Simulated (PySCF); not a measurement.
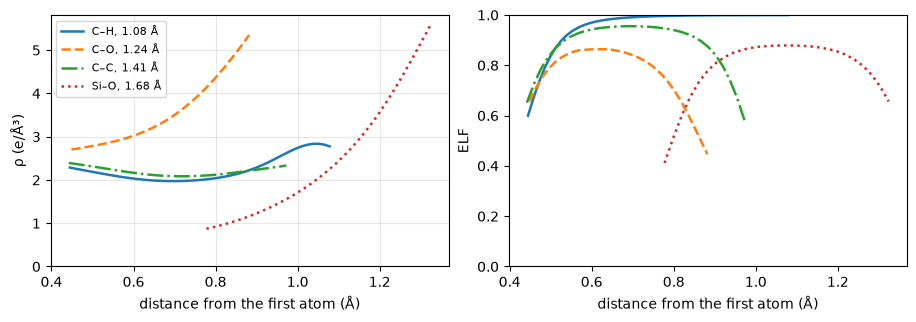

*C4H9O3Si (SMILES CCOC(=O)[CH]O[SiH3]) (doublet). Total electron density and electron localisation function along straight lines between neighbouring atoms. The curves leave out the atomic cores.*

Geometry: GFN2-xTB.

Level of theory: PySCF, UKS B3LYP, pcH-1 on C H O Si, non-relativistic, mean-field spin-orbit, GIAO.

```yaml
atoms:
  - { symbol: C, position_ang: [-2.5467, 0.6704, 0.1191] }
  - { symbol: C, position_ang: [-1.9751, -0.4856, -0.6901] }
  - { symbol: O, position_ang: [-0.9476, -1.1744, 0.0233] }
  - { symbol: C, position_ang: [0.2594, -0.5885, 0.0403] }
  - { symbol: O, position_ang: [0.5278, 0.4713, -0.5400] }
  - { symbol: C, position_ang: [1.2651, -1.2649, 0.7693] }
  - { symbol: O, position_ang: [2.4522, -0.7284, 0.7980] }
  - { symbol: Si, position_ang: [2.8659, 0.7086, 0.0299] }
  - { symbol: H, position_ang: [-1.7788, 1.4219, 0.2849] }
  - { symbol: H, position_ang: [-2.9075, 0.3140, 1.0811] }
  - { symbol: H, position_ang: [-3.3703, 1.1225, -0.4260] }
  - { symbol: H, position_ang: [-2.7353, -1.2453, -0.8829] }
  - { symbol: H, position_ang: [-1.5670, -0.1166, -1.6370] }
  - { symbol: H, position_ang: [1.1023, -2.1902, 1.2981] }
  - { symbol: H, position_ang: [2.2292, 1.8678, 0.6357] }
  - { symbol: H, position_ang: [2.8652, 0.5914, -1.4197] }
  - { symbol: H, position_ang: [4.2542, 0.6380, 0.5058] }
```

Question: What kind of bonding do the profiles show?

Answer: C–H (1.08 Å): ρ is about 2.1 e/Å³ halfway; the ELF climbs to about 1 towards the hydrogen, as it does in any bond to H: a covalent bond by its length.
C–O (1.24 Å): ρ is about 3.1 e/Å³ halfway; the ELF peaks at about 0.85 between the atoms: a short, strongly polar bond.
C–C (1.41 Å): the density is about 2.1 e/Å³ at the midpoint; the ELF peaks at about 0.95 between the atoms: a covalent bond.
Si–O (1.68 Å): ρ is about 1 e/Å³ halfway; the ELF peaks at about 0.90 between the atoms; a shared but strongly polarised pair.
